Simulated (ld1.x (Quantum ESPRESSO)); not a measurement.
# Pseudopotential generation: Cl (part 1 of 2)

System: chlorine (Cl, Z = 17), core [Ne], reference valence 3s2 3p4 (an ion of charge +1), valence charge 7.
Method: TM potential, PBEsol, non-relativistic, made with ld1.x (Quantum ESPRESSO) 7.5.

### Input
```
 &input
   title='Cl', zed=17., rel=0, dft='PBESOL', iswitch=3,
   config='[Ne] 3s2 3p4 3d-2',
   nld=3, rlderiv=1.10, eminld=-4.0, emaxld=5.0, deld=0.02
 /
 &inputp
   pseudotype=2, tm=.true., lloc=1,
   nlcc=.false.,
   file_pseudopw='Cl.UPF', file_wfcaegen='ae.wfc', file_wfcncgen='nc.wfc', file_beta='beta', file_chi='chi'
 /
3
3S  1  0   2.00   0.00  1.00  1.00  0.0
3D  3  2  -2.00  -0.15  0.68  0.68  0.0
3P  2  1   4.00   0.00  0.90  0.90  0.0
 &test
   configts(1)='3s2 3p4'
 /
```

### Input of the test run
```
 &input
   title='Cl', zed=17., rel=0, dft='PBESOL', iswitch=2,
   config='[Ne] 3s2 3p4 3d-2'
 /
 &test
   file_pseudo='Cl.UPF', nconf=8,
   configts(1)='3s2 3p4',
   configts(2)='3s2 3p5',
   configts(3)='3s2 3p3',
   configts(4)='3s2 3p2',
   configts(5)='3s2 3p1',
   configts(6)='3s1 3p6',
   configts(7)='3s2 3p4.5',
   configts(8)='3s1 3p5'
 /
```

Command:
```bash
ld1.x < Cl.in > Cl.out
```

### Output
```
     Program LD1 v.7.5
     --------------------------- All-electron run ----------------------------

     Cl

     atomic number is 17.00
     dft =PBESOL   lsd =0 sic =0 latt =0  beta=0.20 tr2=1.0E-14
     Exchange-correlation= PBESOL
                           (   1   4  10   8   0   0   0)
     mesh =1157 r(mesh) = 101.16842 a.u. xmin = -7.00 dx = 0.01250
     1 Ry =  13.60569312 eV

     n l     nl                  e(Ry)          e(Ha)          e(eV)
     1 0     1S 1( 2.00)      -202.0564      -101.0282     -2749.1170
     2 0     2S 1( 2.00)       -19.3509        -9.6754      -263.2822
     2 1     2P 1( 6.00)       -15.0083        -7.5042      -204.1989
     3 0     3S 1( 2.00)        -2.3396        -1.1698       -31.8316
     3 1     3P 1( 4.00)        -1.4254        -0.7127       -19.3930

     final scf error:  1.0E-15 reached in  19 iterations

     Etot =    -917.533824 Ry,    -458.766912 Ha,  -12483.683644 eV

     Ekin =     916.307458 Ry,     458.153729 Ha,   12466.998084 eV
     Encl =   -2170.781274 Ry,   -1085.390637 Ha,  -29534.983845 eV
     Eh   =     390.733720 Ry,     195.366860 Ha,    5316.203090 eV
     Exc  =     -53.793729 Ry,     -26.896865 Ha,    -731.900972 eV

     normalization and overlap integrals

     s(1S/1S) =  1.000000  <r> =   0.0915  <r2> =    0.0113  r(max) =   0.0603
     s(2S/2S) =  1.000000  <r> =   0.4468  <r2> =    0.2371  r(max) =   0.3649
     s(2P/2P) =  1.000000  <r> =   0.4077  <r2> =    0.2071  r(max) =   0.3025
     s(3S/3S) =  1.000000  <r> =   1.4961  <r2> =    2.5867  r(max) =   1.2735
     s(3P/3P) =  1.000000  <r> =   1.7060  <r2> =    3.4361  r(max) =   1.3900

     ------------------------ End of All-electron run ------------------------

     --------------------- Generating NC pseudopotential ---------------------

      Generating local pot.: lloc=1, matching radius rcloc =   0.9000

      Wfc   3S  rcut= 0.992  Using Troullier-Martins method

      Wfc   3D  rcut= 0.682  Using Troullier-Martins method

     ------------------- End of pseudopotential generation -------------------

     --------------------------- All-electron run ----------------------------

     Cl

     atomic number is 17.00
     dft =PBESOL   lsd =0 sic =0 latt =0  beta=0.20 tr2=1.0E-14
     Exchange-correlation= PBESOL
                           (   1   4  10   8   0   0   0)
     mesh =1157 r(mesh) = 101.16842 a.u. xmin = -7.00 dx = 0.01250
     1 Ry =  13.60569312 eV

     n l     nl                  e(Ry)          e(Ha)          e(eV)
     1 0     1S 1( 2.00)      -202.0564      -101.0282     -2749.1170
     2 0     2S 1( 2.00)       -19.3509        -9.6754      -263.2822
     2 1     2P 1( 6.00)       -15.0083        -7.5042      -204.1989
     3 0     3S 1( 2.00)        -2.3396        -1.1698       -31.8316
     3 1     3P 1( 4.00)        -1.4254        -0.7127       -19.3930

     final scf error:  1.0E-15 reached in  19 iterations

     Etot =    -917.533824 Ry,    -458.766912 Ha,  -12483.683644 eV

     Ekin =     916.307458 Ry,     458.153729 Ha,   12466.998084 eV
     Encl =   -2170.781274 Ry,   -1085.390637 Ha,  -29534.983845 eV
     Eh   =     390.733720 Ry,     195.366860 Ha,    5316.203090 eV
     Exc  =     -53.793729 Ry,     -26.896865 Ha,    -731.900972 eV

     normalization and overlap integrals

     s(1S/1S) =  1.000000  <r> =   0.0915  <r2> =    0.0113  r(max) =   0.0603
     s(2S/2S) =  1.000000  <r> =   0.4468  <r2> =    0.2371  r(max) =   0.3649
     s(2P/2P) =  1.000000  <r> =   0.4077  <r2> =    0.2071  r(max) =   0.3025
     s(3S/3S) =  1.000000  <r> =   1.4961  <r2> =    2.5867  r(max) =   1.2735
     s(3P/3P) =  1.000000  <r> =   1.7060  <r2> =    3.4361  r(max) =   1.3900

     ------------------------ End of All-electron run ------------------------

     Computing logarithmic derivative in   1.10302
     Computing logarithmic derivative in   1.10302
     Computing the partial wave expansion
     R is outside the sphere for l=    0 j= 0.00
       no projector for channel:   1
     R is outside the sphere for l=    2 j= 0.00

     ---------------------- Testing the pseudopotential ----------------------

     Cl

     atomic number is 17.00   valence charge is  7.00
     dft =PBESOL   lsd =0 sic =0 latt =0  beta=0.20 tr2=1.0E-14
     mesh =1157 r(mesh) = 101.16842 xmin = -7.00 dx = 0.01250

     n l     nl             e AE (Ry)        e PS (Ry)    De AE-PS (Ry)
     1 0     3S   1( 2.00)       -2.33958       -2.33958       -0.00000
     2 1     3P   1( 4.00)       -1.42536       -1.42536       -0.00000

     eps = 5.9E-15  iter = 44

     Etot =    -917.533824 Ry,    -458.766912 Ha,  -12483.683644 eV
     Etotps =   -28.771788 Ry,     -14.385894 Ha,    -391.460115 eV

     Ekin =      12.459664 Ry,       6.229832 Ha,     169.522358 eV
     Encl =     -57.617637 Ry,     -28.808818 Ha,    -783.927884 eV
     Ehrt =      19.835342 Ry,       9.917671 Ha,     269.873581 eV
     Ecxc =      -4.804879 Ry,      -2.402439 Ha,     -65.373707 eV
     Epseu=       1.355722 Ry,       0.677861 Ha,      18.445536 eV

     ---------------------- End of pseudopotential test ----------------------
```

### Output of the test run (extracts)
```
     ---------------------- Testing the pseudopotential ----------------------

     Cl

     atomic number is 17.00   valence charge is  7.00
     dft =PBESOL   lsd =0 sic =0 latt =0  beta=0.20 tr2=1.0E-14
     mesh =1157 r(mesh) = 101.16842 xmin = -7.00 dx = 0.01250

     n l     nl             e AE (Ry)        e PS (Ry)    De AE-PS (Ry)
     1 0     3S   1( 2.00)       -2.33958       -2.33958       -0.00000
     2 1     3P   1( 4.00)       -1.42536       -1.42536       -0.00000

     eps = 5.8E-15  iter = 18

     Etot =    -917.533824 Ry,    -458.766912 Ha,  -12483.683644 eV
     Etotps =   -28.771788 Ry,     -14.385894 Ha,    -391.460116 eV

     Ekin =      12.459663 Ry,       6.229832 Ha,     169.522358 eV
     Encl =     -57.617637 Ry,     -28.808818 Ha,    -783.927884 eV
     Ehrt =      19.835342 Ry,       9.917671 Ha,     269.873582 eV
     Ecxc =      -4.804879 Ry,      -2.402439 Ha,     -65.373707 eV
     Epseu=       1.355722 Ry,       0.677861 Ha,      18.445536 eV

     ---------------------- End of pseudopotential test ----------------------

     ---------------------- Testing the pseudopotential ----------------------

     Cl

     atomic number is 17.00   valence charge is  7.00
     dft =PBESOL   lsd =0 sic =0 latt =0  beta=0.20 tr2=1.0E-14
     mesh =1157 r(mesh) = 101.16842 xmin = -7.00 dx = 0.01250

     n l     nl             e AE (Ry)        e PS (Ry)    De AE-PS (Ry)
     1 0     3S   1( 2.00)       -1.50341       -1.50493        0.00153
     2 1     3P   1( 5.00)       -0.63031       -0.63137        0.00106

     eps = 9.6E-15  iter = 45

     Etot =    -918.551818 Ry,    -459.275909 Ha,  -12497.534150 eV
     Etotps =   -29.790473 Ry,     -14.895236 Ha,    -405.320032 eV
     dEtot_ae =      -1.017993 Ry
     dEtot_ps =      -1.018685 Ry,   Delta E=       0.000692 Ry

     Ekin =      13.263169 Ry,       6.631584 Ha,     180.454604 eV
     Encl =     -64.039538 Ry,     -32.019769 Ha,    -871.302304 eV
     Ehrt =      25.284229 Ry,      12.642114 Ha,     344.009457 eV
     Ecxc =      -5.504397 Ry,      -2.752198 Ha,     -74.891132 eV
     Epseu=       1.206064 Ry,       0.603032 Ha,      16.409343 eV

     ---------------------- End of pseudopotential test ----------------------

     ---------------------- Testing the pseudopotential ----------------------

     Cl

     atomic number is 17.00   valence charge is  7.00
     dft =PBESOL   lsd =0 sic =0 latt =0  beta=0.20 tr2=1.0E-14
     mesh =1157 r(mesh) = 101.16842 xmin = -7.00 dx = 0.01250

     n l     nl             e AE (Ry)        e PS (Ry)    De AE-PS (Ry)
     1 0     3S   1( 2.00)       -3.28003       -3.27622       -0.00381
     2 1     3P   1( 3.00)       -2.32548       -2.32212       -0.00336

     eps = 8.4E-15  iter = 87

     Etot =    -915.666234 Ry,    -457.833117 Ha,  -12458.273787 eV
     Etotps =   -26.905658 Ry,     -13.452829 Ha,    -366.070127 eV
     dEtot_ae =       1.867590 Ry
     dEtot_ps =       1.866130 Ry,   Delta E=       0.001460 Ry

     Ekin =      11.106869 Ry,       5.553435 Ha,     151.116653 eV
     Encl =     -50.179227 Ry,     -25.089613 Ha,    -682.723162 eV
     Ehrt =      14.587203 Ry,       7.293601 Ha,     198.469002 eV
     Ecxc =      -4.011060 Ry,      -2.005530 Ha,     -54.573252 eV
     Epseu=       1.590557 Ry,       0.795279 Ha,      21.640632 eV

     ---------------------- End of pseudopotential test ----------------------

     ---------------------- Testing the pseudopotential ----------------------

     Cl

     atomic number is 17.00   valence charge is  7.00
     dft =PBESOL   lsd =0 sic =0 latt =0  beta=0.20 tr2=1.0E-14
     mesh =1157 r(mesh) = 101.16842 xmin = -7.00 dx = 0.01250

     n l     nl             e AE (Ry)        e PS (Ry)    De AE-PS (Ry)
     1 0     3S   1( 2.00)       -4.30431       -4.29435       -0.00997  !
     2 1     3P   1( 2.00)       -3.31193       -3.30226       -0.00967  !

     eps = 7.1E-15  iter = 24

     Etot =    -912.854114 Ry,    -456.427057 Ha,  -12420.012936 eV
     Etotps =   -24.099788 Ry,     -12.049894 Ha,    -327.894324 eV
     dEtot_ae =       4.679711 Ry
     dEtot_ps =       4.671999 Ry,   Delta E=       0.007711 Ry

     Ekin =       9.145667 Ry,       4.572834 Ha,     124.433145 eV
     Encl =     -41.877421 Ry,     -20.938710 Ha,    -569.771333 eV
     Ehrt =       9.847947 Ry,       4.923973 Ha,     133.988142 eV
     Ecxc =      -3.162188 Ry,      -1.581094 Ha,     -43.023753 eV
     Epseu=       1.946206 Ry,       0.973103 Ha,      26.479475 eV

     ---------------------- End of pseudopotential test ----------------------

     ---------------------- Testing the pseudopotential ----------------------

     Cl

     atomic number is 17.00   valence charge is  7.00
     dft =PBESOL   lsd =0 sic =0 latt =0  beta=0.20 tr2=1.0E-14
     mesh =1157 r(mesh) = 101.16842 xmin = -7.00 dx = 0.01250

     n l     nl             e AE (Ry)        e PS (Ry)    De AE-PS (Ry)
     1 0     3S   1( 2.00)       -5.39780       -5.37980       -0.01800  !
     2 1     3P   1( 1.00)       -4.37100       -4.35179       -0.01922  !

     eps = 6.2E-15  iter = 34

     Etot =    -909.018128 Ry,    -454.509064 Ha,  -12367.821693 eV
     Etotps =   -20.277995 Ry,     -10.138997 Ha,    -275.896172 eV
     dEtot_ae =       8.515696 Ry
     dEtot_ps =       8.493793 Ry,   Delta E=       0.021903 Ry

     Ekin =       6.494407 Ry,       3.247204 Ha,      88.360909 eV
     Encl =     -32.802289 Ry,     -16.401145 Ha,    -446.297883 eV
     Ehrt =       5.844424 Ry,       2.922212 Ha,      79.517440 eV
     Ecxc =      -2.291980 Ry,      -1.145990 Ha,     -31.183977 eV
     Epseu=       2.477444 Ry,       1.238722 Ha,      33.707340 eV

     ---------------------- End of pseudopotential test ----------------------

     ---------------------- Testing the pseudopotential ----------------------

     Cl

     atomic number is 17.00   valence charge is  7.00
     dft =PBESOL   lsd =0 sic =0 latt =0  beta=0.20 tr2=1.0E-14
     mesh =1157 r(mesh) = 101.16842 xmin = -7.00 dx = 0.01250

     n l     nl             e AE (Ry)        e PS (Ry)    De AE-PS (Ry)
     1 0     3S   1( 1.00)       -1.55053       -1.55061        0.00007
     2 1     3P   1( 6.00)       -0.66953       -0.67018        0.00065

     eps = 9.5E-15  iter =135

     Etot =    -917.674704 Ry,    -458.837352 Ha,  -12485.600413 eV
     Etotps =   -28.913428 Ry,     -14.456714 Ha,    -393.387226 eV
     dEtot_ae =      -0.140880 Ry
     dEtot_ps =      -0.141640 Ry,   Delta E=       0.000760 Ry

     Ekin =      14.843070 Ry,       7.421535 Ha,     201.950250 eV
     Encl =     -63.922991 Ry,     -31.961496 Ha,    -869.716600 eV
     Ehrt =      24.982478 Ry,      12.491239 Ha,     339.903933 eV
     Ecxc =      -5.443542 Ry,      -2.721771 Ha,     -74.063156 eV
     Epseu=       0.627557 Ry,       0.313778 Ha,       8.538348 eV

     ---------------------- End of pseudopotential test ----------------------

     ---------------------- Testing the pseudopotential ----------------------

     Cl

     atomic number is 17.00   valence charge is  7.00
     dft =PBESOL   lsd =0 sic =0 latt =0  beta=0.20 tr2=1.0E-14
     mesh =1157 r(mesh) = 101.16842 xmin = -7.00 dx = 0.01250

     n l     nl             e AE (Ry)        e PS (Ry)    De AE-PS (Ry)
     1 0     3S   1( 2.00)       -1.90667       -1.90769        0.00102
     2 1     3P   1( 4.50)       -1.01308       -1.01385        0.00077

     eps = 5.0E-15  iter = 66

     Etot =    -918.142292 Ry,    -459.071146 Ha,  -12491.962262 eV
     Etotps =   -29.380469 Ry,     -14.690235 Ha,    -399.741651 eV
     dEtot_ae =      -0.608467 Ry
     dEtot_ps =      -0.608682 Ry,   Delta E=       0.000214 Ry

     Ekin =      12.927220 Ry,       6.463610 Ha,     175.883787 eV
     Encl =     -60.969216 Ry,     -30.484608 Ha,    -829.528441 eV
     Ehrt =      22.559456 Ry,      11.279728 Ha,     306.937040 eV
     Ecxc =      -5.169437 Ry,      -2.584719 Ha,     -70.333774 eV
     Epseu=       1.271507 Ry,       0.635754 Ha,      17.299737 eV

     ---------------------- End of pseudopotential test ----------------------

     ---------------------- Testing the pseudopotential ----------------------

     Cl

     atomic number is 17.00   valence charge is  7.00
     dft =PBESOL   lsd =0 sic =0 latt =0  beta=0.20 tr2=1.0E-14
     mesh =1157 r(mesh) = 101.16842 xmin = -7.00 dx = 0.01250

     n l     nl             e AE (Ry)        e PS (Ry)    De AE-PS (Ry)
     1 0     3S   1( 1.00)       -2.38532       -2.38359       -0.00173
     2 1     3P   1( 5.00)       -1.46545       -1.46486       -0.00059

     eps = 8.6E-15  iter =101

     Etot =    -916.616742 Ry,    -458.308371 Ha,  -12471.206100 eV
     Etotps =   -27.855291 Ry,     -13.927646 Ha,    -378.990544 eV
     dEtot_ae =       0.917083 Ry
     dEtot_ps =       0.916497 Ry,   Delta E=       0.000586 Ry

     Ekin =      14.171119 Ry,       7.085559 Ha,     192.807891 eV
     Encl =     -57.555133 Ry,     -28.777567 Ha,    -783.077479 eV
     Ehrt =      19.572325 Ry,       9.786162 Ha,     266.295047 eV
     Ecxc =      -4.745725 Ry,      -2.372862 Ha,     -64.568873 eV
     Epseu=       0.702123 Ry,       0.351061 Ha,       9.552870 eV

     ---------------------- End of pseudopotential test ----------------------
```

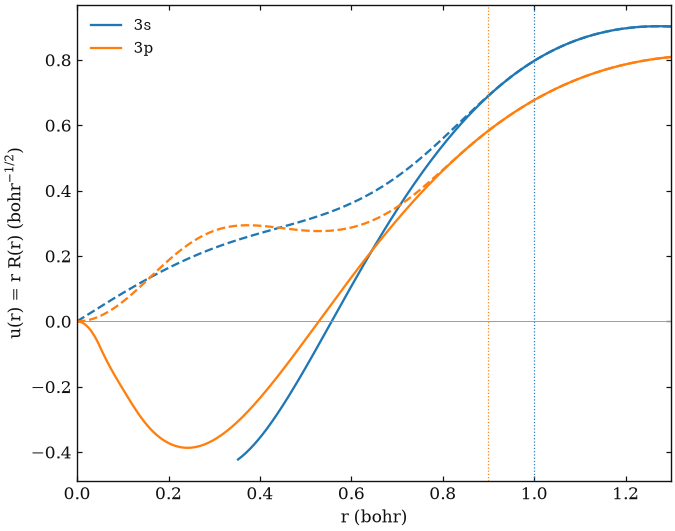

*All-electron valence functions (solid) with their pseudo partners (dashed). Dotted lines mark the matching radii. The innermost oscillations of some all-electron curves aren't drawn.*

Pseudo-waves: 3s has no node; 3p has no node.

(Continued in part 2.) Outcome of the run: generated, with a spurious state above the valence levels.
